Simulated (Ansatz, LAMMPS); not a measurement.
# Electronic structure of amorphous polythiophene with methane (capped chains of 7 units) at 440 K (258 atoms), part 2 of 2

Wanted: forces, charges and levels of amorphous polythiophene with methane (capped chains of 7 units) at 440 K (258 atoms).

Ansatz 0.2.0; Kohn-Sham DFT, r2SCAN+D4, PAW (set soft_2), plane waves.

The cell: 126 C, 28 S and 104 H. The network of contacts between molecules at the start is that of the classical potential that made the cell. The density was typed from a rule of thumb and may lie off the real one at this temperature. The Brillouin zone is sampled at Γ only, in a cell whose shortest periodic width is 16 Å.

So far. Step 3 (Plane-wave single point): Mean intrinsic-atomic-orbital charges: C -0.23, H +0.19, S +0.36 e. The largest share in the top eV of filled states is C p (93 % of the projected weight), and in the lowest eV of empty states C p (77 % of the projected weight).

## Step 4: Structure statistics

These statistics describe the geometry on which the runs were made.

Density 1.10 g/cm³, 14.73 Å³ an atom.

Pair distribution functions g(r), in bins of 0.2 Å:

| r (Å) | total | C-C | C-H | C-S | H-H | H-S | S-S |
| --- | --- | --- | --- | --- | --- | --- | --- |
| 1.00 | 2.60 | 0.00 | 6.60 | 0.00 | 0.00 | 0.00 | 0.00 |
| 1.20 | 1.41 | 0.12 | 3.50 | 0.00 | 0.00 | 0.00 | 0.00 |
| 1.40 | 2.57 | 10.80 | 0.00 | 0.00 | 0.00 | 0.00 | 0.00 |
| 1.60 | 0.44 | 0.33 | 0.00 | 2.15 | 0.82 | 0.00 | 0.00 |
| 1.80 | 1.35 | 0.00 | 0.00 | 5.91 | 4.43 | 0.00 | 0.00 |
| 2.00 | 0.21 | 0.00 | 0.44 | 0.00 | 0.21 | 0.00 | 0.00 |
| 2.20 | 1.25 | 0.56 | 2.72 | 0.00 | 0.23 | 0.00 | 0.00 |
| 2.40 | 0.88 | 2.46 | 0.15 | 0.49 | 1.11 | 0.00 | 0.00 |
| 2.60 | 1.18 | 1.46 | 0.20 | 3.96 | 1.88 | 0.37 | 0.00 |
| 2.80 | 0.86 | 0.03 | 0.86 | 2.40 | 1.10 | 0.92 | 0.00 |
| 3.00 | 0.54 | 0.06 | 0.64 | 0.19 | 0.56 | 1.79 | 0.00 |
| 3.20 | 0.69 | 0.15 | 0.71 | 1.00 | 1.01 | 1.01 | 1.12 |
| 3.40 | 0.72 | 0.15 | 1.15 | 0.15 | 0.80 | 0.62 | 2.30 |
| 3.60 | 0.95 | 0.61 | 0.84 | 0.30 | 0.98 | 3.13 | 0.31 |
| 3.80 | 0.89 | 1.54 | 0.67 | 0.32 | 0.93 | 0.91 | 0.00 |
| 4.00 | 0.80 | 0.70 | 0.76 | 1.01 | 0.96 | 0.75 | 0.25 |
| 4.20 | 0.94 | 0.70 | 1.12 | 0.76 | 0.84 | 1.00 | 2.15 |
| 4.40 | 1.08 | 1.13 | 1.14 | 0.84 | 0.92 | 1.26 | 1.40 |
| 4.60 | 1.17 | 1.08 | 1.34 | 1.21 | 0.96 | 0.98 | 1.11 |
| 4.80 | 1.14 | 1.15 | 1.25 | 1.15 | 1.08 | 0.70 | 0.85 |
| 5.00 | 1.10 | 1.09 | 1.02 | 1.50 | 1.19 | 0.77 | 1.24 |
| 5.20 | 1.07 | 1.19 | 0.99 | 1.21 | 1.07 | 1.07 | 0.29 |
| 5.40 | 1.02 | 1.06 | 1.05 | 0.94 | 0.85 | 1.22 | 0.93 |
| 5.60 | 0.97 | 0.92 | 0.99 | 0.96 | 1.02 | 1.02 | 0.86 |
| 5.80 | 1.02 | 1.07 | 1.06 | 0.96 | 0.96 | 0.89 | 1.03 |
| 6.00 | 1.09 | 1.29 | 0.98 | 0.98 | 1.12 | 1.11 | 1.17 |
| 6.20 | 0.99 | 1.08 | 0.90 | 1.04 | 0.98 | 1.10 | 0.91 |
| 6.40 | 1.01 | 1.10 | 0.93 | 1.21 | 1.04 | 0.91 | 0.84 |

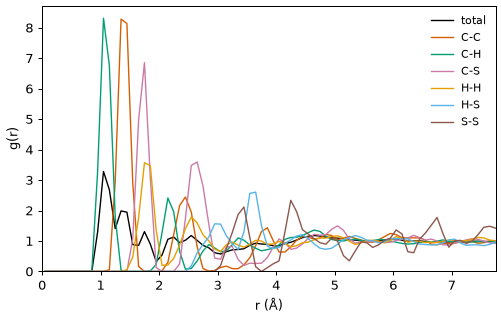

Pair distribution functions, lightly smoothed.

Bonds by pair of elements; cutoffs follow the first minimum of g(r), held within bounds set by covalent radii, and pairs that aren't listed don't count as bonded:

| pair A-B | cutoff (Å) | bonds | mean length (Å) | spread (Å) | shortest (Å) | B about A | A about B |
| --- | --- | --- | --- | --- | --- | --- | --- |
| C-C | 1.85 | 116 | 1.41 | 0.045 | 1.29 | 1.84 | 1.84 |
| C-H | 1.34 | 104 | 1.09 | 0.036 | 1.00 | 0.825 | 1 |
| C-S | 2.17 | 56 | 1.72 | 0.039 | 1.62 | 0.444 | 2 |

How many atoms have how many bonded neighbours:

| element | mean | 1 | 2 | 3 | 4 |
| --- | --- | --- | --- | --- | --- |
| C | 3.11 | 0 | 0 | 112 | 14 |
| H | 1 | 104 | 0 | 0 | 0 |
| S | 2 | 0 | 28 | 0 | 0 |

Bond angles, per cent of each kind in bins of 5°:

| angle (°) | C-C-H | C-C-C | C-C-S | H-C-H | C-S-C |
| --- | --- | --- | --- | --- | --- |
| 85–90 | 0.0 | 0.0 | 0.0 | 0.0 | 14.3 |
| 90–95 | 0.0 | 0.0 | 0.0 | 3.3 | 75.0 |
| 95–100 | 0.0 | 0.0 | 0.0 | 8.3 | 10.7 |
| 100–105 | 2.2 | 0.0 | 1.8 | 6.7 | 0.0 |
| 105–110 | 5.9 | 10.7 | 17.0 | 38.3 | 0.0 |
| 110–115 | 8.1 | 27.7 | 30.4 | 33.3 | 0.0 |
| 115–120 | 27.2 | 11.6 | 20.5 | 10.0 | 0.0 |
| 120–125 | 26.5 | 7.1 | 25.9 | 0.0 | 0.0 |
| 125–130 | 22.8 | 30.4 | 3.6 | 0.0 | 0.0 |
| 130–135 | 7.3 | 11.6 | 0.9 | 0.0 | 0.0 |
| 135–140 | 0.0 | 0.9 | 0.0 | 0.0 | 0.0 |

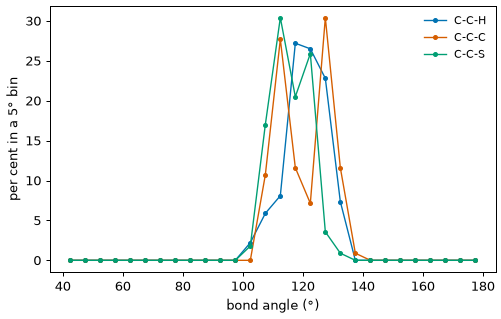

Distributions of the most common bond angles.

Bond angles (no mean is given where the spread exceeds 20°):

| angle | count | mean (°) | spread (°) |
| --- | --- | --- | --- |
| C-C-H | 136 | 121 | 6.7 |
| C-C-C | 112 | 120 | 8.4 |
| C-C-S | 112 | 116 | 6.1 |
| H-C-H | 60 | 109 | 6 |
| C-S-C | 28 | 92.5 | 2.4 |

Bond length by coordination (bonds to H left out):

| element | coordination | atoms | mean bond length (Å) |
| --- | --- | --- | --- |
| C | 3 | 112 | 1.47 |
| C | 4 | 8 | 1.49 |

Rings of the network by King's shortest-path rule, up to 12 atoms, one path for each pair of neighbours; H, halogens, alkali and alkaline-earth atoms are left out, and the last column divides by all other atoms, bonded or not:

| ring size (atoms) | rings | per network atom |
| --- | --- | --- |
| 5 | 28 | 0.182 |

With the cutoffs above, 89 % of C atoms have 3, all H atoms have 1 and all S atoms have 2 bonded neighbours. The C-C-H angle averages 121° with a spread of 7°. All rings counted have 5 atoms.

The surroundings of C65, which bears the longest force, nearest first, numbered as they follow in the input and with coordinates relative to it.

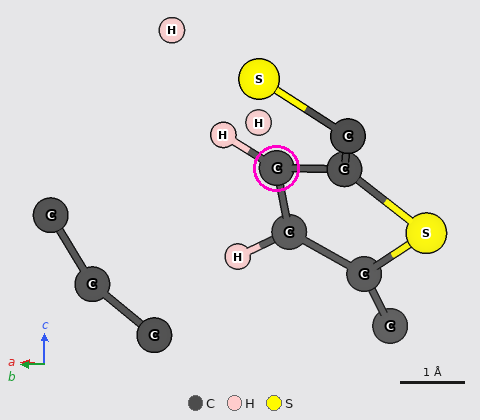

The atoms of the table, within 3.7 Å (arrows a, b, c point along x, y, z); some may hide others; the central atom is ringed.

| atom | x | y | z | distance (Å) | bonds | intrinsic-atomic-orbital charge (e) | Fx | Fy | Fz (eV/Å) |
| --- | --- | --- | --- | --- | --- | --- | --- | --- | --- |
| C65 | 0.00 | 0.00 | 0.00 | 0.00 | 3 | -0.25 | -3.00 | -2.58 | -2.78 |
| H100 | 0.47 | 0.72 | 0.51 | 1.00 | 1 | 0.21 | 1.99 | 2.43 | 1.66 |
| C64 | -1.41 | -0.10 | 0.06 | 1.41 | 3 | -0.14 | 1.31 | -0.43 | -0.66 |
| C66 | 0.51 | -0.81 | -1.05 | 1.42 | 3 | -0.18 | 1.78 | 2.04 | 1.17 |
| H101 | 1.53 | -0.69 | -1.49 | 2.24 | 1 | 0.17 | -0.65 | -0.26 | 0.79 |
| C67 | -0.38 | -1.59 | -1.68 | 2.34 | 3 | -0.15 | -0.79 | -0.77 | 1.07 |
| C62 | -2.35 | 0.77 | 0.65 | 2.56 | 3 | -0.16 | -0.66 | -0.75 | 0.30 |
| S68 | -1.96 | -1.38 | -0.94 | 2.58 | 2 | 0.33 | 0.11 | -0.29 | -0.97 |
| S63 | -1.70 | 2.10 | 1.54 | 3.12 | 2 | 0.36 | -1.64 | -0.09 | -0.03 |
| C121 | 0.42 | 2.18 | -2.59 | 3.41 | 3 | -0.15 | -3.32 | 0.45 | -0.99 |
| H212 | 2.76 | -0.35 | 1.99 | 3.42 | 1 | 0.21 | -0.75 | 1.52 | -0.07 |
| C119 | 1.61 | 2.40 | -1.85 | 3.43 | 3 | -0.15 | -1.14 | -0.46 | -1.10 |
| C69 | 0.04 | -2.61 | -2.54 | 3.64 | 3 | -0.13 | -2.16 | -1.72 | -1.83 |
| H213 | 2.78 | -2.31 | 0.50 | 3.65 | 1 | 0.17 | 0.11 | -0.55 | 1.13 |
| C118 | 1.75 | 3.20 | -0.76 | 3.73 | 3 | -0.22 | 1.74 | 0.28 | 0.26 |

The column of bonds counts only the pairs C-C within 1.85 Å, C-H within 1.34 Å, C-S within 2.17 Å; other neighbours, such as metal atoms beside each other in a compound, aren't counted, and periodic images can show an atom twice.

## Step 5: Results

```yaml
free_energy_per_atom: -227.5832 eV/atom
pressure: 0.4899 GPa
r_m_s_force_component: 1.137 eV/Å
spacing_of_highest_filled_and_lowest_empty_level: 1.276 eV
wall_time_of_the_1_dft_run: 2 min
```

In words: The highest filled and lowest empty levels differ by 1.28 eV (at Γ alone); a semilocal functional tends to put such gaps too low. It is the spacing of short capped chains, not of the long polymer. In a disordered cell it changes from sample to sample, and tail or defect levels can set it. With the cutoffs above, 89 % of C atoms have 3, all H atoms have 1 and all S atoms have 2 bonded neighbours.

**Limits.** The force components of 1.1 eV/Å r.m.s. hold both thermal displacement and the mismatch between the potential that made the cell and DFT, above all in bond lengths inside molecules. The pressure of a single frame lacks the kinetic term.

[Logs are printed without paths, hosts, clocks, repeated set-up lines and the standing remarks that a program may print on its own settings, such as how far it seeks lower states.]

[Hosts, paths, dates, database ids (printed as entryN), source tags and the programs' standing remarks are cut or masked in the printed files.]
